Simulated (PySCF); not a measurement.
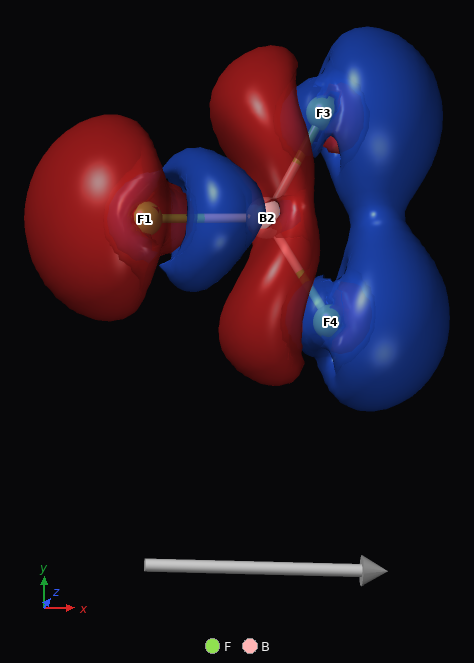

*BF3, SMILES `FB(F)F`. Change of the electron density in a uniform field of 0.21 V/Å along +x (arrow), surfaces at ±0.0008 e/Å³ (red: gain, blue: loss).*

Level of theory: PBE/def2-TZVP (PySCF), at a geometry from GFN2-xTB. No frequency check shows the geometry to be a minimum. A basis without diffuse functions makes polarisabilities too small.

How large is the response?

The induced dipole is 0.17 D (along the field); α along this axis, from the fields in both directions, is 16 bohr³ (2.4 Å³).

Which atoms gain and lose the most charge?

Electrons gather most on F1 (Hirshfeld charge changes by −0.008 e) and leave F3 and F4 alike most (+0.004 e); 0.019 electrons are displaced in all.
